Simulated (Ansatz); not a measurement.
# Si₉Ge₇: what the fields show

The calculation's input:

```
crystal:
  lattice:
    - [0.0, 0.0, -6.41387698]
    - [-3.88521827, -6.72939545, 0.0]
    - [-3.88521828, 6.72939545, 0.0]
  atoms:
    - { symbol: Si, position: [0.93709875, 0.16666666, 0.83333333] }
    - { symbol: Si, position: [0.93709875, 0.16666666, 0.33333333] }
    - { symbol: Si, position: [0.93709875, 0.66666666, 0.83333333] }
    - { symbol: Si, position: [0.93709875, 0.66666666, 0.33333333] }
    - { symbol: Ge, position: [0.43709875, 0.33333334, 0.16666667] }
    - { symbol: Ge, position: [0.43709875, 0.33333334, 0.66666667] }
    - { symbol: Si, position: [0.43709875, 0.83333334, 0.16666667] }
    - { symbol: Si, position: [0.43709875, 0.83333334, 0.66666667] }
    - { symbol: Ge, position: [0.56290125, 0.16666666, 0.83333333] }
    - { symbol: Ge, position: [0.56290125, 0.16666666, 0.33333333] }
    - { symbol: Ge, position: [0.56290125, 0.66666666, 0.83333333] }
    - { symbol: Si, position: [0.56290125, 0.66666666, 0.33333333] }
    - { symbol: Ge, position: [0.06290125, 0.33333334, 0.16666667] }
    - { symbol: Ge, position: [0.06290125, 0.33333334, 0.66666667] }
    - { symbol: Si, position: [0.06290125, 0.83333334, 0.16666667] }
    - { symbol: Si, position: [0.06290125, 0.83333334, 0.66666667] }
basis:
  ecutwfc: 420
kpoints:
  mp_grid: { grid: [6, 6, 6] }
hamiltonian:
  xc: pbesol
scf:
  occupations: { method: gaussian, width: 0.01 }
output:
  forces: true
  stress: true
  eigenvalues: true
  write_density: true
  write_potential: true
  elf: true
  volumetric_format: npy
relax:
  adjacent_minimum: "off"
  f_tol: 0.005
  max_steps: 80
  cell: { stress_tol: 0.05 }
```

Launched as:

```sh
ansatz run input.yaml --threads 4 --pin off --max-ram 10240MiB --backend cpu --events-out ev --progress --plain --runs-dir out
```

Below, planes, directions and counts refer to the conventional cell (a = 13.49 Å, b = 7.79 Å, c = 6.43 Å, α = 90.00°, β = 90.01°, γ = 90.00°).

The fields are those of the relaxed geometry.

Space group Cm; a generated structure, not necessarily the stable one.

Level of theory: DFT PBEsol, scalar-relativistic, plane waves, PAW in Ansatz 0.2.0.

Core electrons are frozen (PAW), and the valence fields are smoothed inside the atomic spheres.

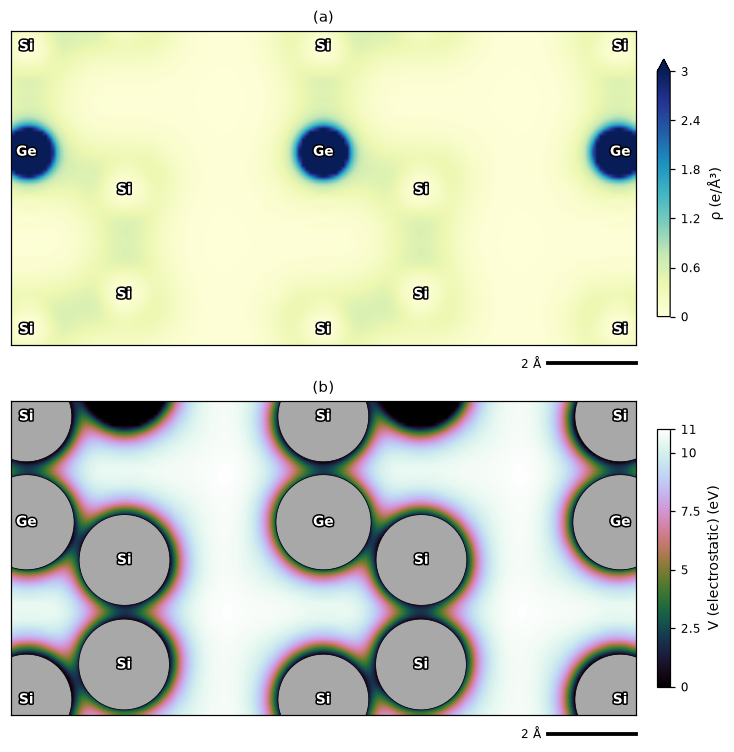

Figure 1. (a) valence pseudo-density; (b) electrostatic potential (local pseudopotential plus Hartree) felt by an electron on the (010) plane of the conventional cell. Grey discs cover the atomic cores in the potential map.

Read the bonding off the picture.

Answer.
- The plane passes through Si and Ge nuclei.
- Si–Si (2.36 Å): the density is about 0.56 e/Å³ at the midpoint.
- Si–Ge (2.40 Å): ρ at the midpoint is about 0.56 e/Å³.
- Between the atoms the lowest density in this plane is 0.01 e/Å³.
- Outside the cores the potential energy rises away from the atoms and is highest about 2.5 Å from the nearest atoms; its zero is arbitrary.

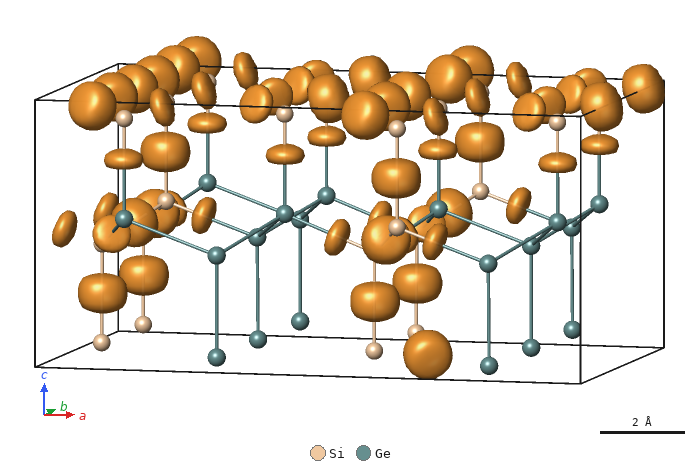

Figure 2. Isosurface of the ELF at 0.85 (orange), seen slightly off an axis. Only the valence region is drawn (cores and ρ < 0.01 e/Å³ removed). Sticks mark near contacts.

What do the ELF domains correspond to?

Answer. The ELF exceeds this value in 28 regions between bonded Ge–Si atoms (shared pairs) and 22 regions between bonded Si–Si atoms (shared pairs), counted in one cell of 32 atoms. Any copies at cell faces, edges or corners count once. Along the contacts the grid gives the following. Si–Si (2.35 Å): the ELF peaks at about 0.95 between the atoms, as expected for a shared electron pair. Si–Ge (2.38 Å): the ELF peaks at about 0.90 between the atoms: localised, covalent bonding.
